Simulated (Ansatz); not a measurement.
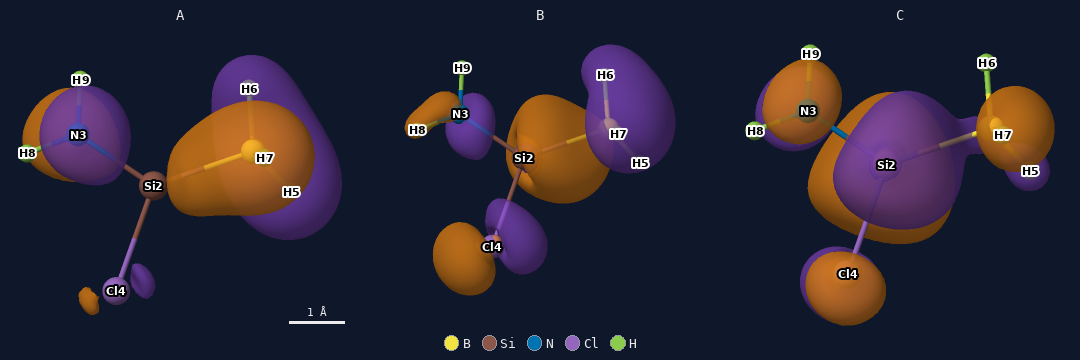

Figure 1: BClH$_{5}$NSi. Three frontier orbitals at ±0.1 Å⁻³ᐟ² (orange and purple are the two phases), in no order.

Computed with RKS B3LYP/def2-SVP in Ansatz.

Input file:

```
crystal:
  periodic: [false, false, false]
  atoms:
    - { symbol: B, position_ang: [-0.5347, 1.3569, -0.5971] }
    - { symbol: Si, position_ang: [0.3646, -0.2719, -0.3536] }
    - { symbol: "N", position_ang: [0.3891, -0.6647, 1.3771] }
    - { symbol: Cl, position_ang: [-0.5434, -1.7864, -1.3948] }
    - { symbol: H, position_ang: [-0.7259, 1.8297, -1.7149] }
    - { symbol: H, position_ang: [-1.0222, 1.9957, 0.3213] }
    - { symbol: H, position_ang: [0.46661, 0.78696, -0.39351] }
    - { symbol: H, position_ang: [0.9551, -1.565, 1.4694] }
    - { symbol: H, position_ang: [-0.5602, -0.8099, 1.7379] }
basis:
  gaussian: { orbitals: def2-SVP }
hamiltonian:
  xc: b3lyp
relax:
  f_tol: 0.02
  max_steps: 50
output:
  orbitals: {}
```

Launched as:

```sh
ansatz run input.yaml --threads 2 --pin off --max-ram 3072MiB --backend cpu --events-out ev --progress --plain --runs-dir out
```

The fields are those of the run's last geometry, not of the input's.

> Order the three orbitals by energy and name them.

A is the HOMO−1 (−8.38 eV). It lies mainly on B1 (about 30 %), N3 (about 20 %), H7 (about 15 %), H5 (about 15 %), Si2 (about 10 %) and H6 (about 5 %). B is the HOMO (−7.78 eV). By Hirshfeld shares it lies mainly on B1 (about 30 %), Si2 (about 30 %), Cl4 (about 15 %), H7 (about 10 %) and H6 (about 5 %). C is the LUMO (−1.62 eV). It lies mainly on Si2 (about 60 %), N3 (about 15 %), Cl4 (about 10 %) and B1 (about 10 %).

> What is the HOMO–LUMO gap?

6.16 eV between the orbital energies.
